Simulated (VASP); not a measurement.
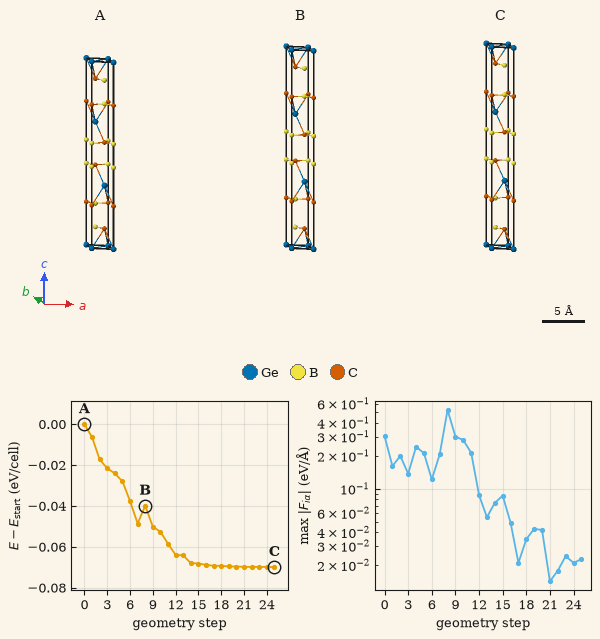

Frames of a relaxation of solid GeB2C2 (a generated structure, set up in R-3m), marked on the history of the run. A ball-and-stick model of the conventional cell (3 times the calculation's cell), seen slightly off an axis. Lengths and directions refer to the drawn axes.

The run lets cell and atoms move.

All numbers below come from VASP 6.6.1, Kohn-Sham DFT of a periodic cell, PBE, VASP PAW PBE potentials, recommended.

Input
```
  PREC = Accurate
  ENCUT = 520
  EDIFF = 1E-6
  ISMEAR = 0
  SIGMA = 0.1
  LREAL = False
  LASPH = True
  NELM = 120
  ALGO = Normal
  ISIF = 3
  LWAVE = False
  LCHARG = False
  GGA = PE
  IBRION = 2
  NSW = 90
  EDIFFG = -0.01
  KPAR = 4
```

Run as
```bash
cat potpaw_PBE.64/Ge_d/POTCAR potpaw_PBE.64/B/POTCAR potpaw_PBE.64/C/POTCAR > POTCAR
mpirun -np 4 vasp_std > vasp.out
```

Q: Describe the path.

A: The run was cut off at its time limit before the relaxation converged, so the last structure is only a point on the way. The largest moves relative to the cell, 0.26 Å, are those of C atoms. By element the largest moves are C 0.26 Å, B 0.24 Å. Ge stays in place. The volume changes by +9.9 %, with a = b 2.726 → 2.752 Å (+1.0 %), c 22.737 → 24.511 Å (+7.8 %). Among the contacts that change: C–Ge 2.821 → 2.769 Å, Ge–Ge 2.726 → 2.752 Å, B–C 1.574 → 1.590 Å. The space group stays R-3m (No. 166). After 25 geometry steps the energy has fallen by 69.9 meV per cell of the calculation. The largest force component goes from 0.3 to 0.023 eV/Å. Pressure: 4.17 GPa at the start and 0.59 GPa at the end. From step 0 to 8: B atoms move most (0.18 Å), volume +7.5 %, energy −39.9 meV per cell of the calculation. From step 8 to 25: C atoms move most (0.11 Å), volume +2.2 %, energy −30.0 meV per cell of the calculation.

Limits of the set-up: layers or molecules are held without a dispersion correction, so their spacing is unreliable.
